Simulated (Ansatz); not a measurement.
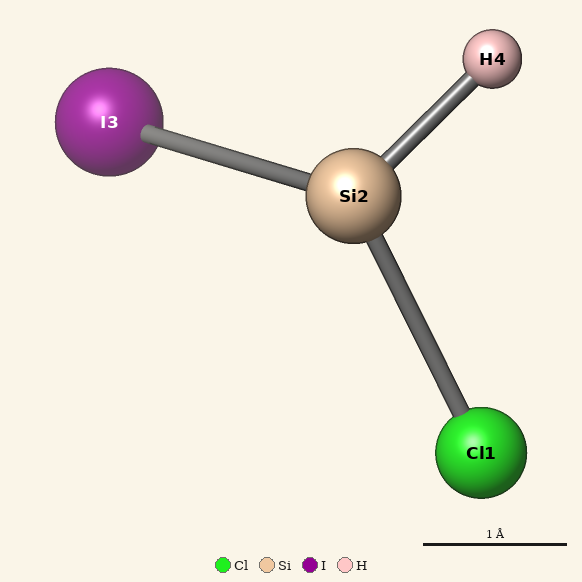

(Drawn from a calculation with Ansatz.)

Orthographic view. Atoms fade into the background with distance from the viewer. State: neutral, doublet. Geometry: moved along internal coordinates away from the minimum.

Give the geometry as a Z-matrix, atoms in numerical order, with these reference atoms: 2 to 1; 3 to 2, 1; 4 to 2, 1, 3.

```
Cl 
Si   1   2.051
I    2   2.432   1   111.4
H    2   1.371   1   107.2   3  -118.4
```
